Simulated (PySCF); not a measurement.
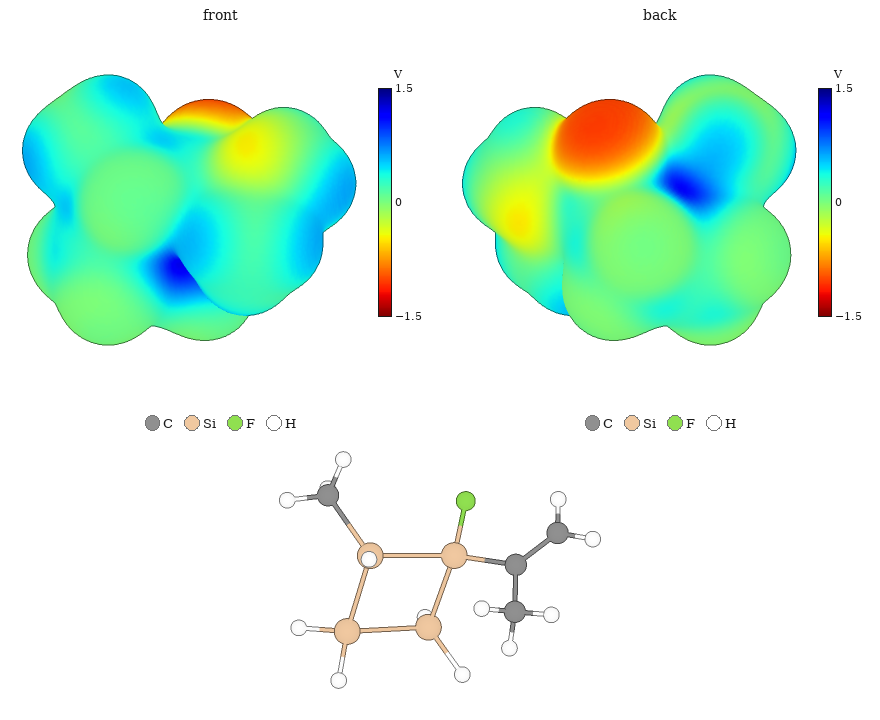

Figure. C4H13FSi4. The electrostatic potential painted on the density surface at 0.001 e/bohr³, seen from the front and from behind; the colour scale runs from red (negative) to blue (positive). The bare structure is drawn below in the same view.

Geometry: GFN2-xTB.

The calculation used PBE0/pcSseg-1, SCF density, gas phase, non-relativistic in PySCF 2.14.0.

```xyz
22

C    -3.0608    0.6852    1.0922
C    -2.1328    0.2034    0.2749
C    -2.4621   -0.2268   -1.1228
Si   -0.3274   -0.0141    0.7730
F    -0.2595    0.5803    2.2995
Si    0.5817   -2.1857    0.5887
Si    2.1781   -1.3564   -0.9381
Si    1.3728    0.8532   -0.6369
C     2.6138    1.9777    0.2721
H    -2.8228    0.9931    2.0961
H    -4.0942    0.7932    0.7955
H    -2.2248   -1.2819   -1.2593
H    -1.8687    0.3388   -1.8412
H    -3.5164   -0.0765   -1.3463
H    -0.3339   -3.2178    0.0767
H     1.1112   -2.8017    1.8121
H     2.0727   -1.8933   -2.3032
H     3.5907   -1.5962   -0.6087
H     0.9568    1.6266   -1.8260
H     3.4897    2.1876   -0.3357
H     2.1694    2.9295    0.5491
H     2.9561    1.5014    1.1867
```

### Where is the surface potential most negative and most positive?

The most negative region (about −1.0 V) lies over F5, the most positive (about +1.1 V) over Si4, Si6, Si7 and Si8.
